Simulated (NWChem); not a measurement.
# C2H3F (SMILES C=CF) at TPSSh/6-31G(d) (density fitting, spherical functions)

What is the vertical ionisation energy of C2H3F at TPSSh/6-31G* (density fitting, spherical functions)? 

The calculation is run with NWChem 7.3.0.

## 1. The structure to begin with

C2H3F: 6 atoms, total charge 0, spin state singlet. As SMILES, `C=CF`. Geometry: relaxed at PBE0-D4/def2-TZVP.

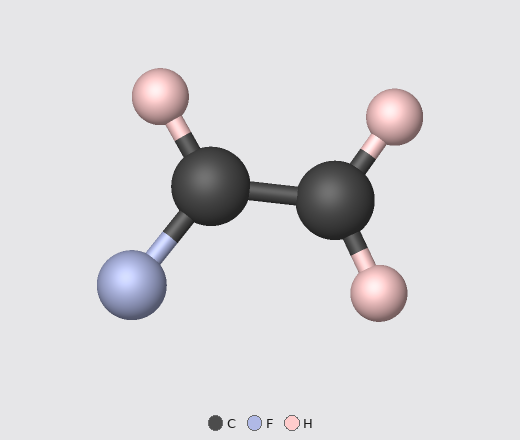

The structure, seen from a chosen angle (carbon dark grey, fluorine light blue, hydrogen pink).

## 2. A single-point energy at TPSSh/6-31G(d) (density fitting, spherical functions)

The input, c2h3f.nw:

```
echo
start c2h3f
memory 2200 mb

geometry units angstroms noautosym nocenter noautoz
C       -0.536200       0.076400      -0.442800
C        0.490000      -0.016300       0.376600
F        0.966200      -1.192400       0.795500
H       -1.043900      -0.803300      -0.816600
H       -0.880200       1.054100      -0.749700
H        1.046100       0.817400       0.790700
end

basis spherical bse
* library 6-31G*
end

basis "cd basis" spherical
* library "dgauss a2 dft coulomb fitting"
end

dft
xc xctpssh
grid fine
convergence energy 1e-08
iterations 100
mulliken
print low
end

task dft
```

The run is started by

```console
$ nwchem c2h3f.nw > c2h3f.out
```

What it wrote:

```text
[...]
 d= 0,ls=0.0,diis     1   -177.7712626308 -2.46D+02  1.68D-02  4.00D-01     0.5
[...]
 d= 0,ls=0.0,diis     8   -177.8226893318 -6.13D-09  6.45D-06  1.68D-07     3.0
         Total DFT energy =     -177.822689331796
      One electron energy =     -377.748661987236
           Coulomb energy =      154.576948171633
    Exchange-Corr. energy =      -22.444278245921
 Nuclear repulsion energy =       67.793302729728
[...]
      Total Density - Mulliken Population Analysis
     ---------------------------------------------
    Atom       Charge   Shell Charges
 -----------   ------   -------------------------------------------------------
    1 C    6     6.43   2.00  0.68  2.08  0.60  1.05  0.03
    2 C    6     5.79   2.00  0.69  1.96  0.43  0.63  0.07
    3 F    9     9.29   2.00  0.94  3.30  1.03  2.01  0.02
    4 H    1     0.82   0.53  0.29
    5 H    1     0.83   0.53  0.30
    6 H    1     0.84   0.54  0.30
[...]
```

Run time: 3.6 s. Hardware: 1 thread of Intel Xeon 6975P-C (Granite Rapids), shared host; peak memory 0.11 GiB.

## 3. The doublet cation at the same level

The input, mymol.nw:

```
start mymol
title "C2H3F energy"
memory 2200 mb
charge 1

geometry units atomic noautosym nocenter noautoz
 C   -1.01327115   0.14437508  -0.83677073
 C    0.92596580  -0.03080254   0.71167086
 F    1.82585338  -2.25330943   1.50327713
 H   -1.97268510  -1.51801700  -1.54315035
 H   -1.66333693   1.99196031  -1.41672768
 H    1.97684250   1.54466213   1.49420645
end

basis spherical bse
 C library 6-31G*
 F library 6-31G*
 H library 6-31G*
end

basis "cd basis" spherical
 C library "dgauss a2 dft coulomb fitting"
 F library "dgauss a2 dft coulomb fitting"
 H library "dgauss a2 dft coulomb fitting"
end

dft
 xc xctpssh
 mult 2
 grid fine
 convergence energy 1e-08
 maxiter 100
 mulliken
 noprint "final vectors analysis"
end

task dft energy
```

The run is started by

```console
$ nwchem mymol.nw > mymol.out
```

What it wrote:

```text
[...]
          Wavefunction type:  spin polarized.
          No. of atoms     :     6
          No. of electrons :    23
[...]
          Charge           :     1
          Spin multiplicity:     2
[...]
          AO basis - number of functions:    48
[...]
              XC Information
              --------------
                  TPSS hybrid Method XC Functional
                     Hartree-Fock (Exact) Exchange  0.100
                  TPSS metaGGA Exchange Functional  0.900
             TPSS03 metaGGA Correlation Functional  1.000
[...]
 d= 0,ls=0.0,diis     1   -177.2953920836 -2.45D+02  2.61D-02  3.98D-01     0.8
[...]
 d= 0,ls=0.5,diis    79   -177.4539021219 -9.48D-09  1.74D-08  7.08D-10    46.8
[...]
         Total DFT energy =     -177.453902127487
      One electron energy =     -370.044954499235
           Coulomb energy =      146.895269598750
    Exchange-Corr. energy =      -22.097515103401
 Nuclear repulsion energy =       67.793297876400
[...]
      Total Density - Mulliken Population Analysis
     ---------------------------------------------
    Atom       Charge   Shell Charges
 -----------   ------   -------------------------------------------------------
    1 C    6     6.23   2.00  0.74  2.01  0.66  0.80  0.03
    2 C    6     5.63   2.00  0.74  1.89  0.46  0.47  0.08
    3 F    9     9.11   2.00  0.97  3.25  1.02  1.86  0.02
    4 H    1     0.67   0.51  0.16
    5 H    1     0.67   0.51  0.16
    6 H    1     0.68   0.52  0.16
[...]
      <S2> =      0.7526 (Exact =     0.7500)
[...]
```

Run time: 48 s. Hardware: 1 thread of Intel Xeon 6975P-C (Granite Rapids), shared host; peak memory 0.11 GiB.

## 4. Summary of results

Level: TPSSh/6-31G* (density fitting, spherical functions).

| quantity | value |
| --- | --- |
| singlet C2H3F: total energy | -177.82269 Eh |
| doublet cation: total energy | -177.45390 Eh |
| doublet cation: ⟨S²⟩ | 0.753 |
| vertical ionisation energy (to the doublet cation) | 10.035 eV |

Removing an electron at fixed nuclei costs 10.04 eV (231 kcal/mol). Mulliken charges (singlet C2H3F) run from -0.43 on C1 to +0.21 on C2; they depend strongly on the basis. Mulliken charges (doublet cation) run from -0.23 on C1 to +0.37 on C2; they depend strongly on the basis.
